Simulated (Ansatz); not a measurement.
# K on Ni(100): change of the work function, part 4 of 4

Wanted: Δφ(θ) for K/Ni(100), starting from the hollow site.

Ansatz 0.2.0; plane-wave DFT, PBE, Ansatz PAW.

So far, work function, upper face (eV): step 2 (the clean slab) 4.88; step 3 (37 atoms, coverage 0.111 ML, cell 3x3) 2.00.

### Step 4. Adsorbate added, k-mesh 6×6×1, coverage 0.25 ML (continued)

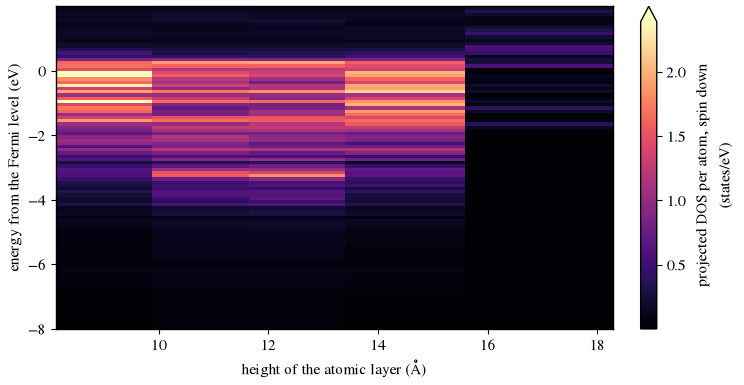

Projected DOS per atom, spin down over height of the atomic layer and energy from the Fermi level. Layers: Ni4 Ni4 Ni4 Ni4 K from below.

Site moment by atom:

```
atom  site moment (μB)
 Ni1             0.764
 Ni2             0.693
 Ni3             0.688
 Ni4             0.685
 Ni5             0.766
 Ni6             0.693
 Ni7             0.679
 Ni8             0.685
 Ni9             0.766
Ni10             0.693
Ni11             0.679
Ni12             0.685
Ni13             0.764
Ni14             0.693
Ni15             0.679
Ni16             0.685
 K17            -0.010
```

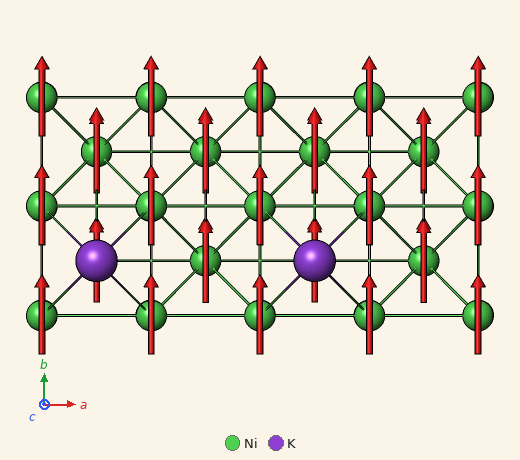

Site moment as arrows, the longest 0.766 μB. Up and down stand for the sign. Arrows give size and sign along the axis of quantisation, drawn up and down the page. 2×1×1 cells are drawn. Some periodic images of atoms are drawn too.

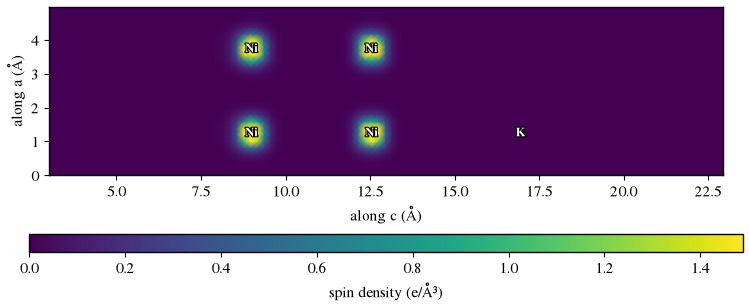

Spin density in the ca plane at fractional y = 0.250, with atoms of Ni and K within 0.2 Å of it. The far vacuum is left out of the map.

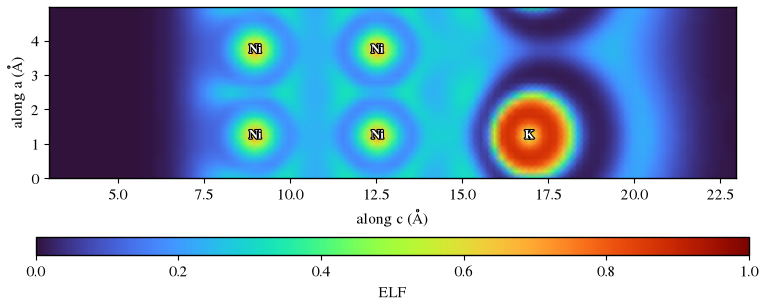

ELF in the ca plane at fractional y = 0.250, with atoms of Ni and K within 0.2 Å of it. It is the smooth field of the valence electrons, not physical close to the nuclei. The far vacuum is left out of the map.

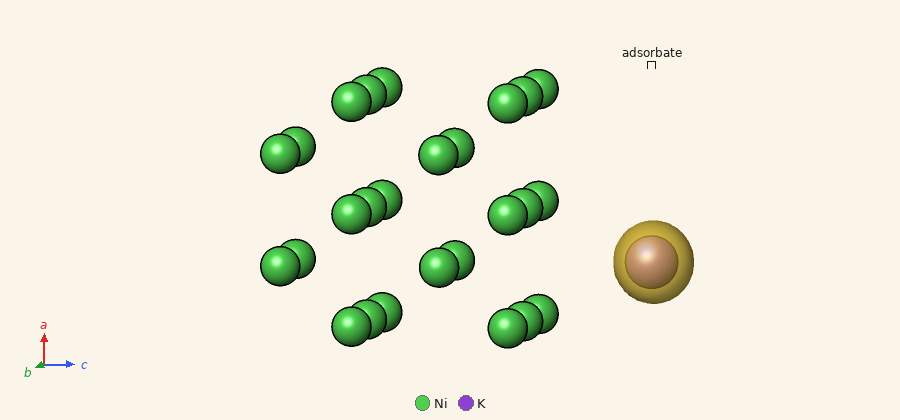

Surface of ELF = 0.8.

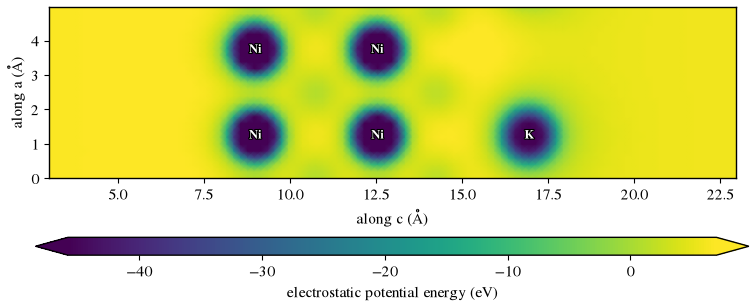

Electrostatic potential energy in the ca plane at fractional y = 0.250, with atoms of Ni and K within 0.2 Å of it. With pseudopotentials it is smooth inside the atoms' cores, unlike the true potential. The far vacuum is left out of the map.

The relaxation took 4 steps and lowered the energy by 0.029 eV; the largest force on the free atoms ends at 0.020 eV/Å.

By hand: a sheet of dipoles makes a step −p/(ε₀A) in the electron's potential. With e/ε₀ = 180.95 V·Å, p = 0.4193 e·Å and A = 24.78 Å², that is −180.95 × (0.4193) / 24.78 = -3.062 eV, and the two vacuum levels of the run differ by -3.062 eV.

The covered face has 1.84 eV, -3.05 eV against the clean one; the bare back face has moved by +0.02 eV, a measure of how thin the slab is.

### Step 5. Work function against coverage

This step: plane-wave DFT, PBE, Ansatz PAW; work function against coverage (Ansatz 0.2.0).

The runs are now put side by side.

This step gave:

| Item | Value |
| --- | --- |
| work function of the clean face | 4.883 eV |
| largest change of the work function | -3.045 eV |

Table of work function of the covered face by coverage:

```
coverage (adsorbates/nm²)  work function of the covered face (eV)
                     0.00                                    4.88
                     1.79                                    2.00
                     4.04                                    1.84
```

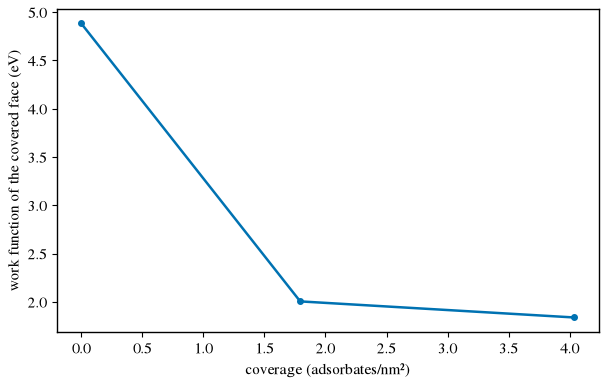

Work function of the covered face against coverage.

The dipole per adsorbate comes from the change of the cell's dipole. Coverage, by row:

```
coverage (1/nm²)  coverage (ML)  work function (eV)  change (eV)  dipole per adsorbate, positive end outwards (debye)  mean height of the added atoms over the highest substrate atom (Å)
           1.793         0.1111               2.004       -2.879                                                4.283                                                                2.67
           4.035           0.25               1.838       -3.045                                                2.014                                                               2.694
```

### Step 6. Summary of results

```yaml
work_function_of_the_clean_face: 4.88 eV
work_function_at_0p11_ml: 2.00 eV
work_function_at_0p25_ml: 1.84 eV
dipole_per_adsorbate_at_0p11_ml_positive_end_outwards: 4.28 D
```

**Reading.** K lowers the work function of Ni(100) at the lowest coverage, by 2.88 eV: the adsorbate layer has its positive end outwards. The slab has 4 layers, at the tabulated experimental lattice constant, one starting site was run, and quantum-size effects of a slab this thin can reach one or two tenths of an eV. The magnetic order is the one reached from the typed start; other orders were not compared.

[Logs are printed without paths, hosts, clocks, repeated set-up lines and the standing remarks that a program may print on its own settings, such as how far it seeks lower states.]

[Hosts, paths, dates, database ids (printed as entryN), source tags and the programs' standing remarks are cut or masked in the printed files.]

[Maps of the electrostatic potential energy from Ansatz leave out the sawtooth potential of an applied field or a dipole correction, so their vacuum need not be flat; planar profiles and work functions include it.]
